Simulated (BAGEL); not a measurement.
# BNH6 (SMILES [BH3-][NH3+]): a chain of runs

We compute a series of 15 runs (PBE0/cc-pVDZ, RI-MP2/cc-pVDZ) of BH6N. 

The calculation is run with BAGEL 1.2.2.

## 1. Starting point

The species is BNH6 (8 atoms), meant as a singlet with charge 0. SMILES: `[BH3-][NH3+]`. One bond was lengthened or shortened from a relaxed shape.

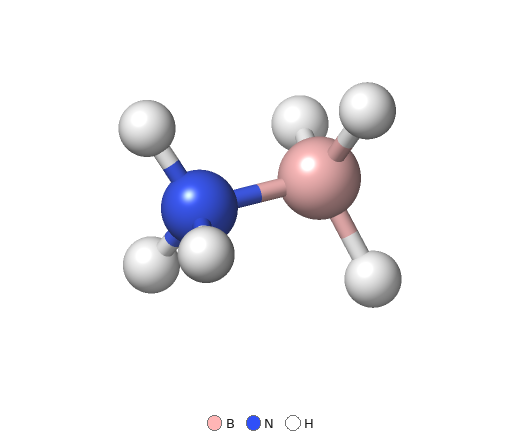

Viewed from a chosen angle; boron pink, nitrogen blue, hydrogen white.

## 2. The energy at PBE0/cc-pVDZ (density fitting with svp-jkfit) (run 1)

job.json

```json
{ "bagel" : [

{
  "title" : "molecule",
  "basis" : "cc-pvdz.json",
  "df_basis" : "svp-jkfit",
  "angstrom" : true,
  "geometry" : [
    { "atom" : "B", "xyz" : [   -0.131619,    0.174901,   -0.549294 ] },
    { "atom" : "N", "xyz" : [    0.206500,   -0.255100,    0.731700 ] },
    { "atom" : "H", "xyz" : [   -0.018519,   -0.804299,   -1.254894 ] },
    { "atom" : "H", "xyz" : [   -1.272919,    0.573801,   -0.461094 ] },
    { "atom" : "H", "xyz" : [    0.664081,    1.050701,   -0.812294 ] },
    { "atom" : "H", "xyz" : [    0.140800,    0.507000,    1.398700 ] },
    { "atom" : "H", "xyz" : [    1.156600,   -0.611300,    0.755300 ] },
    { "atom" : "H", "xyz" : [   -0.414000,   -0.996500,    1.040500 ] }
  ]
},
{
  "title" : "ks",
  "xc_func" : "pbe0"
},
{
  "title" : "print",
  "file" : "orbitals.molden",
  "orbitals" : true
}

]}
```

The basis set cc-pVDZ is read from a file made from the Basis Set Exchange's data (not shown).

Started as:

```bash
BAGEL_NUM_THREADS=1 BAGEL job.json > job.out
```

What it wrote:

```text
* using 1 threads per process

  ===============================================================
  ===============================================================

  *** Geometry ***

  { "atom" : "B", "xyz" : [     -0.248724,      0.330515,     -1.038015 ] },
  { "atom" : "N", "xyz" : [      0.390228,     -0.482069,      1.382713 ] },
  { "atom" : "H", "xyz" : [     -0.034996,     -1.519905,     -2.371406 ] },
  { "atom" : "H", "xyz" : [     -2.405468,      1.084327,     -0.871341 ] },
  { "atom" : "H", "xyz" : [      1.254931,      1.985537,     -1.535013 ] },
  { "atom" : "H", "xyz" : [      0.266073,      0.958091,      2.643160 ] },
  { "atom" : "H", "xyz" : [      2.185657,     -1.155190,      1.427310 ] },
  { "atom" : "H", "xyz" : [     -0.782347,     -1.883112,      1.966260 ] },

  Number of auxiliary basis functions:      260

  Since a DF basis is specified, we compute 2- and 3-index integrals:
    o Being stored without compression. Storage requirement is 0.007 GB

  Number of basis functions:       58
  Number of electrons      :       18

    * METHOD: MOLECULE                             0.04

  *** Kohn-Sham DFT ***

    * Removing 14144 points whose weight is below 1.00e-10
    * Grid points: 105104

  === Nuclear Repulsion ===
    43.7782502824

       - DIIS with orbital gradients will be used.

  === KS iteration (pbe0 / cc-pvdz.json) ===
      0        -66.48885490          0.13838923           0.13
      1        -69.42869527          0.16500909           0.12
      2        -68.79425958          0.18127074           0.12
      3        -82.34516192          0.05041947           0.12
      4        -82.91873683          0.02814735           0.12
      5        -83.04537910          0.01331240           0.12
      6        -83.07260297          0.00514107           0.12
      7        -83.07748836          0.00070157           0.12
      8        -83.07758115          0.00010653           0.12
      9        -83.07758402          0.00001704           0.13
     10        -83.07758408          0.00000350           0.13
     11        -83.07758408          0.00000055           0.13
     12        -83.07758408          0.00000001           0.12
     13        -83.07758408          0.00000000           0.12
    * SCF iteration converged.

    * Permanent dipole moment:
           (   -0.538997,     0.685334,    -2.041719) a.u.

    * METHOD: KS                                   2.06

    * METHOD: PRINT                                0.01

  ===============================================================
```

Wall time 2.3 s (1 thread of AMD EPYC 9R45 (Zen 5), shared host); peak memory 0.28 GiB.

## 3. Bond 2-1 at 1.639 A: the energy at RI-MP2/cc-pVDZ (density fitting with svp-jkfit) (run 2)

input.json

```json
{ "bagel" : [

{
  "title" : "molecule",
  "basis" : "cc-pvdz.json",
  "df_basis" : "svp-jkfit",
  "angstrom" : "true",
  "geometry" : [
    { "atom" : "B", "xyz" : [      -0.191310,       0.250813,      -0.775438 ] },
    { "atom" : "N", "xyz" : [       0.206500,      -0.255100,       0.731700 ] },
    { "atom" : "H", "xyz" : [      -0.078210,      -0.728387,      -1.481038 ] },
    { "atom" : "H", "xyz" : [      -1.332610,       0.649713,      -0.687238 ] },
    { "atom" : "H", "xyz" : [       0.604390,       1.126613,      -1.038438 ] },
    { "atom" : "H", "xyz" : [       0.140800,       0.507000,       1.398700 ] },
    { "atom" : "H", "xyz" : [       1.156600,      -0.611300,       0.755300 ] },
    { "atom" : "H", "xyz" : [      -0.414000,      -0.996500,       1.040500 ] }
  ]
},

{ "title" : "hf" },

{ "title" : "mp2", "ncore" : 2 }

]}
```

The basis set cc-pVDZ is read from a file made from the Basis Set Exchange's data (not shown).

Started as:

```bash
BAGEL_NUM_THREADS=1 BAGEL input.json > input.out
```

What it wrote:

```text
* using 1 threads per process

  ===============================================================
  ===============================================================

  *** Geometry ***

  { "atom" : "B", "xyz" : [     -0.361524,      0.473968,     -1.465365 ] },
  { "atom" : "N", "xyz" : [      0.390228,     -0.482069,      1.382713 ] },
  { "atom" : "H", "xyz" : [     -0.147795,     -1.376452,     -2.798756 ] },
  { "atom" : "H", "xyz" : [     -2.518268,      1.227780,     -1.298692 ] },
  { "atom" : "H", "xyz" : [      1.142132,      2.128990,     -1.962363 ] },
  { "atom" : "H", "xyz" : [      0.266073,      0.958091,      2.643160 ] },
  { "atom" : "H", "xyz" : [      2.185657,     -1.155190,      1.427310 ] },
  { "atom" : "H", "xyz" : [     -0.782347,     -1.883112,      1.966260 ] },

  Number of auxiliary basis functions:      260

  Since a DF basis is specified, we compute 2- and 3-index integrals:
    o Being stored without compression. Storage requirement is 0.007 GB

  Number of basis functions:       58
  Number of electrons      :       18

    * METHOD: MOLECULE                             0.04

  *** RHF ***

  === Nuclear Repulsion ===
    40.7541177353

      * DIIS with orbital gradients will be used.

  === RHF iteration (cc-pvdz.json) ===
      0        -82.47663710          0.02267305           0.00
      1        -82.59739153          0.01098861           0.00
      2        -82.62252891          0.00199772           0.00
      3        -82.62374481          0.00042397           0.00
      4        -82.62379856          0.00008881           0.00
      5        -82.62380133          0.00001484           0.00
      6        -82.62380150          0.00000302           0.00
      7        -82.62380150          0.00000077           0.00
      8        -82.62380150          0.00000019           0.00
      9        -82.62380150          0.00000004           0.00
     10        -82.62380150          0.00000000           0.00
    * SCF iteration converged.

    * Permanent dipole moment:
           (   -0.540248,     0.686912,    -2.046405) a.u.

    * METHOD: HF                                   0.07

  *** RHF ***

  === Nuclear Repulsion ===
    40.7541177353

      * DIIS with orbital gradients will be used.

  === RHF iteration (cc-pvdz.json) ===
      0        -82.62380150          0.00000000           0.00
    * SCF iteration converged.

    * Permanent dipole moment:
           (   -0.540248,     0.686912,    -2.046406) a.u.

  === DF-MP2 calculation ===

    * freezing 2 orbitals
    * 3-index integral transformation done
    * assembly done

      MP2 correlation energy:   -0.2977856969      0.00

      MP2 total energy:        -82.9215871991

    * METHOD: MP2                                  0.01

  ===============================================================
```

Wall time 0.3 s (1 thread of AMD EPYC 9R45 (Zen 5), shared host); peak memory 0.15 GiB.

Runs 3 to 6 aren't shown in full; the table further down has their settings and results.

## 4. Bond 2-1 at 2.212 A: a single-point energy at PBE0/cc-pVDZ (density fitting with svp-jkfit) (run 7)

calc.json

```json
{ "bagel" : [

{
  "title" : "molecule",
  "basis" : "cc-pvdz.json",
  "df_basis" : "svp-jkfit",
  "angstrom" : "true",
  "geometry" : [
    { "atom" : "B", "xyz" : [      -0.330524,       0.427858,      -1.302863 ] },
    { "atom" : "N", "xyz" : [       0.206500,      -0.255100,       0.731700 ] },
    { "atom" : "H", "xyz" : [      -0.217424,      -0.551342,      -2.008463 ] },
    { "atom" : "H", "xyz" : [      -1.471824,       0.826758,      -1.214663 ] },
    { "atom" : "H", "xyz" : [       0.465176,       1.303658,      -1.565863 ] },
    { "atom" : "H", "xyz" : [       0.140800,       0.507000,       1.398700 ] },
    { "atom" : "H", "xyz" : [       1.156600,      -0.611300,       0.755300 ] },
    { "atom" : "H", "xyz" : [      -0.414000,      -0.996500,       1.040500 ] }
  ]
},

{ "title" : "ks", "xc_func" : "pbe0" },

{ "title" : "print", "file" : "orbitals.molden", "orbitals" : "true" }

]}
```

The basis set cc-pVDZ is read from a file made from the Basis Set Exchange's data (not shown).

Started as:

```bash
BAGEL_NUM_THREADS=1 BAGEL calc.json > calc.out
```

What it wrote:

```text
* using 1 threads per process

  ===============================================================
  ===============================================================

  *** Geometry ***

  { "atom" : "B", "xyz" : [     -0.624600,      0.808534,     -2.462054 ] },
  { "atom" : "N", "xyz" : [      0.390228,     -0.482069,      1.382713 ] },
  { "atom" : "H", "xyz" : [     -0.410872,     -1.041885,     -3.795445 ] },
  { "atom" : "H", "xyz" : [     -2.781344,      1.562346,     -2.295380 ] },
  { "atom" : "H", "xyz" : [      0.879055,      2.463557,     -2.959052 ] },
  { "atom" : "H", "xyz" : [      0.266073,      0.958091,      2.643160 ] },
  { "atom" : "H", "xyz" : [      2.185657,     -1.155190,      1.427310 ] },
  { "atom" : "H", "xyz" : [     -0.782347,     -1.883112,      1.966260 ] },

  Number of auxiliary basis functions:      260

  Since a DF basis is specified, we compute 2- and 3-index integrals:
    o Being stored without compression. Storage requirement is 0.007 GB

  Number of basis functions:       58
  Number of electrons      :       18

    * METHOD: MOLECULE                             0.04

  *** Kohn-Sham DFT ***

    * Removing 12221 points whose weight is below 1.00e-10
    * Grid points: 107027

  === Nuclear Repulsion ===
    35.9695621185

       - DIIS with orbital gradients will be used.

  === KS iteration (pbe0 / cc-pvdz.json) ===
      0        -70.09506808          0.10057915           0.12
      1        -72.74102509          0.15588149           0.12
      2        -67.67620305          0.16255123           0.12
      3        -80.52529321          0.07997562           0.12
      4        -83.01492123          0.01372469           0.12
      5        -83.06954248          0.00301443           0.13
      6        -83.07138825          0.00153815           0.12
      7        -83.07179315          0.00066413           0.12
      8        -83.07192372          0.00003473           0.12
      9        -83.07192398          0.00001770           0.13
     10        -83.07192404          0.00000141           0.13
     11        -83.07192405          0.00000032           0.13
     12        -83.07192405          0.00000005           0.13
     13        -83.07192405          0.00000001           0.13
    * SCF iteration converged.

    * Permanent dipole moment:
           (   -0.454599,     0.578038,    -1.722057) a.u.

    * METHOD: KS                                   2.10

    * METHOD: PRINT                                0.01

  ===============================================================
```

Wall time 2.3 s (1 thread of AMD EPYC 9R45 (Zen 5), shared host); peak memory 0.29 GiB.

Runs 8 to 14 aren't shown in full; the table further down has their settings and results.

## 5. Bond 2-1 at 4.589 A: the energy at PBE0/cc-pVDZ (density fitting with svp-jkfit) (run 15)

dft.json

```json
{ "bagel": [

{
  "title": "molecule",
  "basis": "cc-pvdz.json",
  "df_basis": "svp-jkfit",
  "angstrom": true,
  "geometry": [
    { "atom": "B", "xyz": [      -0.907334,       1.161412,      -3.488158 ] },
    { "atom": "N", "xyz": [       0.206500,      -0.255100,       0.731700 ] },
    { "atom": "H", "xyz": [      -0.794234,       0.182212,      -4.193758 ] },
    { "atom": "H", "xyz": [      -2.048634,       1.560312,      -3.399958 ] },
    { "atom": "H", "xyz": [      -0.111634,       2.037212,      -3.751158 ] },
    { "atom": "H", "xyz": [       0.140800,       0.507000,       1.398700 ] },
    { "atom": "H", "xyz": [       1.156600,      -0.611300,       0.755300 ] },
    { "atom": "H", "xyz": [      -0.414000,      -0.996500,       1.040500 ] }
  ]
},

{ "title": "ks", "xc_func": "pbe0" },

{ "title": "print", "file": "orbitals.molden", "orbitals": true }

]}
```

The basis set cc-pVDZ is read from a file made from the Basis Set Exchange's data (not shown).

Started as:

```bash
BAGEL_NUM_THREADS=1 BAGEL dft.json > dft.out
```

What it wrote:

```text
* using 1 threads per process

  ===============================================================
  ===============================================================

  *** Geometry ***

  { "atom" : "B", "xyz" : [     -1.714613,      2.194751,     -6.591663 ] },
  { "atom" : "N", "xyz" : [      0.390228,     -0.482069,      1.382713 ] },
  { "atom" : "H", "xyz" : [     -1.500885,      0.344331,     -7.925054 ] },
  { "atom" : "H", "xyz" : [     -3.871357,      2.948562,     -6.424989 ] },
  { "atom" : "H", "xyz" : [     -0.210958,      3.849773,     -7.088661 ] },
  { "atom" : "H", "xyz" : [      0.266073,      0.958091,      2.643160 ] },
  { "atom" : "H", "xyz" : [      2.185657,     -1.155190,      1.427310 ] },
  { "atom" : "H", "xyz" : [     -0.782347,     -1.883112,      1.966260 ] },

  Number of auxiliary basis functions:      260

  Since a DF basis is specified, we compute 2- and 3-index integrals:
    o Being stored without compression. Storage requirement is 0.007 GB

  Number of basis functions:       58
  Number of electrons      :       18

    * METHOD: MOLECULE                             0.04

  *** Kohn-Sham DFT ***

    * Removing 10317 points whose weight is below 1.00e-10
    * Grid points: 108931

  === Nuclear Repulsion ===
    27.9317362908

       - DIIS with orbital gradients will be used.

  === KS iteration (pbe0 / cc-pvdz.json) ===
      0        -62.74569167          0.14724370           0.12
      1        -53.65282641          0.08930198           0.12
      2        -58.01884321          0.13615661           0.12
      3        -65.48941984          0.08507317           0.12
      4        -81.06408920          0.04861996           0.12
      5        -82.95880746          0.01572072           0.12
      6        -83.01965007          0.00255478           0.11
      7        -83.02117653          0.00095155           0.12
      8        -83.02127538          0.00079071           0.12
      9        -83.02137086          0.00050805           0.12
     10        -83.02144379          0.00007984           0.12
     11        -83.02144528          0.00001149           0.12
     12        -83.02144530          0.00000225           0.12
     13        -83.02144531          0.00000062           0.12
     14        -83.02144531          0.00000022           0.12
     15        -83.02144531          0.00000002           0.12
     16        -83.02144531          0.00000001           0.12
    * SCF iteration converged.

    * Permanent dipole moment:
           (   -0.227134,     0.288771,    -0.860357) a.u.

    * METHOD: KS                                   2.33

    * METHOD: PRINT                                0.01

  ===============================================================
```

Wall time 2.6 s (1 thread of AMD EPYC 9R45 (Zen 5), shared host); peak memory 0.29 GiB.

## 6. All runs side by side

```csv
run,level,frozen core orbitals,partner,energy (Eh),dipole moment (D),HOMO energy (eV),LUMO energy (eV),wall time
1,PBE0/cc-pVDZ (density fitting with svp-jkfit),–,bond 2-1 at 1.393 A,-83.077584,5.64,-7.43,0.64,2.3 s
2,RI-MP2/cc-pVDZ (density fitting with svp-jkfit),2,bond 2-1 at 1.639 A,-82.921587,–,–,–,0.3 s
3,PBE0/cc-pVDZ (density fitting with svp-jkfit),–,bond 2-1 at 1.639 A,-83.103542,5.60,-7.61,0.64,2.2 s
4,RI-MP2/cc-pVDZ (density fitting with svp-jkfit),2,bond 2-1 at 1.885 A,-82.913085,–,–,–,0.32 s
5,PBE0/cc-pVDZ (density fitting with svp-jkfit),–,bond 2-1 at 1.885 A,-83.093744,5.31,-7.81,0.65,2.2 s
6,RI-MP2/cc-pVDZ (density fitting with svp-jkfit),2,bond 2-1 at 2.212 A,-82.891918,–,–,–,0.3 s
7,PBE0/cc-pVDZ (density fitting with svp-jkfit),–,bond 2-1 at 2.212 A,-83.071924,4.76,-8.10,0.39,2.3 s
8,RI-MP2/cc-pVDZ (density fitting with svp-jkfit),2,bond 2-1 at 2.622 A,-82.871095,–,–,–,0.3 s
9,PBE0/cc-pVDZ (density fitting with svp-jkfit),–,bond 2-1 at 2.622 A,-83.050346,4.07,-8.46,-0.47,2.7 s
10,RI-MP2/cc-pVDZ (density fitting with svp-jkfit),2,bond 2-1 at 3.114 A,-82.857056,–,–,–,0.32 s
11,PBE0/cc-pVDZ (density fitting with svp-jkfit),–,bond 2-1 at 3.114 A,-83.035379,3.39,-8.06,-1.23,2.8 s
12,RI-MP2/cc-pVDZ (density fitting with svp-jkfit),2,bond 2-1 at 3.769 A,-82.848216,–,–,–,0.3 s
13,PBE0/cc-pVDZ (density fitting with svp-jkfit),–,bond 2-1 at 3.769 A,-83.026047,2.76,-7.53,-1.76,7.2 s
14,RI-MP2/cc-pVDZ (density fitting with svp-jkfit),2,bond 2-1 at 4.589 A,-82.843807,–,–,–,0.3 s
15,PBE0/cc-pVDZ (density fitting with svp-jkfit),–,bond 2-1 at 4.589 A,-83.021445,2.38,-7.22,-2.06,2.6 s
```

## 7. Outcome

| quantity | value |
| --- | --- |
| bond 2-1 at 4.589 A, run 15: total energy | -83.02145 Eh |
| bond 2-1 at 4.589 A, run 15: dipole moment | 2.38 D |
| bond 2-1 at 4.589 A, run 15: HOMO energy | -7.22 eV |
| bond 2-1 at 4.589 A, run 15: LUMO energy | -2.06 eV |
| bond 2-1 at 4.589 A, run 15: HOMO–LUMO gap | 5.16 eV |

All runs together took 26 s, the longest 7.2 s.
